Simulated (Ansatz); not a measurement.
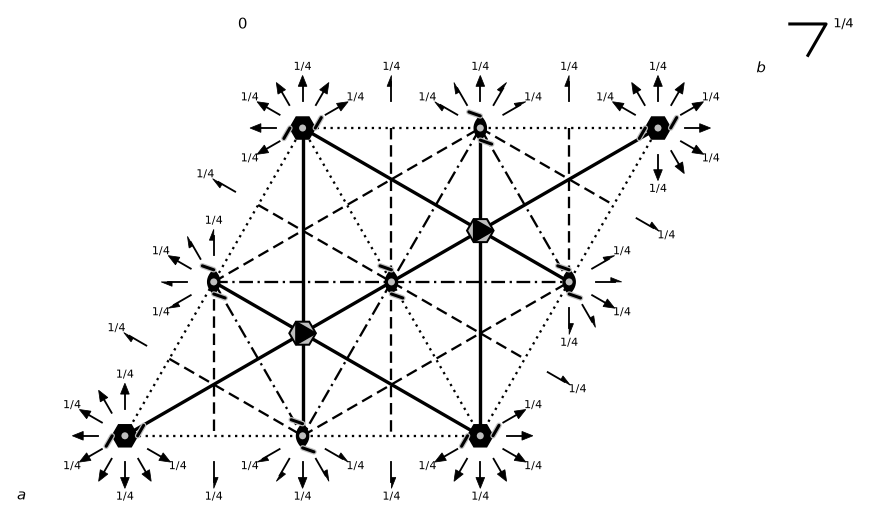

Symmetry elements of a space group, projected down c, computed from the operations of a computed or model structure of composition Co.

Graphical symbols as in the International Tables (origin upper left, heights as fractions; handed screw axes are marked by their printed symbols).

Question: Which space group is it?

Answer: P6₃/mmc, No. 194; primitive hexagonal, point group 6/mmm, 24 general positions a cell.

Question: List the elements shown.

Answer: −6 axes along c at (1/3, 2/3), (2/3, 1/3); 6₃ axes along c at (0, 0); 2₁ axes along c at (0, 1/2), (1/2, 0), (1/2, 1/2); inversion centres at (0, 0), (0, 1/2), (1/2, 0), (1/2, 1/2); mirror planes holding c and [1 2 0] or [2 1 0] or [−1 1 0]; in-plane glide planes holding c and [1 2 0] or [2 1 0] or [−1 1 0]; c glide planes normal to a*, at x = 0; n glide planes normal to a*, at x = 1/2; c glide planes normal to b*, at y = 0; n glide planes normal to b*, at y = 1/2; c glide planes holding c and [1 1 0]; diagonal glide planes holding c and [1 1 0]; a mirror plane normal to c at height 1/4; 2 axes along [1 1 0] at height 0; 2 axes along [1 2 0] at height 1/4; 2 axes along [2 1 0] at height 1/4; 2 axes along [−1 1 0] at height 1/4; 2 axes along a at height 0; 2 axes along b at height 0; 2₁ axes along [1 1 0] at height 0; 2₁ axes along [1 2 0] at height 1/4; 2₁ axes along [2 1 0] at height 1/4; 2₁ axes along [−1 1 0] at height 1/4; 2₁ axes along a at height 0; 2₁ axes along b at height 0. Heights repeat every half period; positions are (a, b) fractions, modulo 1.

Question: Write the general positions (in any order).

Answer: x, y, z; −x, −y, −z; x−y, x, z+1/2; −x+y, −x, −z+1/2; −y, x−y, z; y, −x+y, −z; −x, −y, z+1/2; x, y, −z+1/2; −x+y, −x, z; x−y, x, −z; y, −x+y, z+1/2; −y, x−y, −z+1/2; −y, −x, −z+1/2; y, x, z+1/2; −x, −x+y, −z; x, x−y, z; −x+y, y, −z+1/2; x−y, −y, z+1/2; y, x, −z; −y, −x, z; x, x−y, −z+1/2; −x, −x+y, z+1/2; x−y, −y, −z; −x+y, y, z
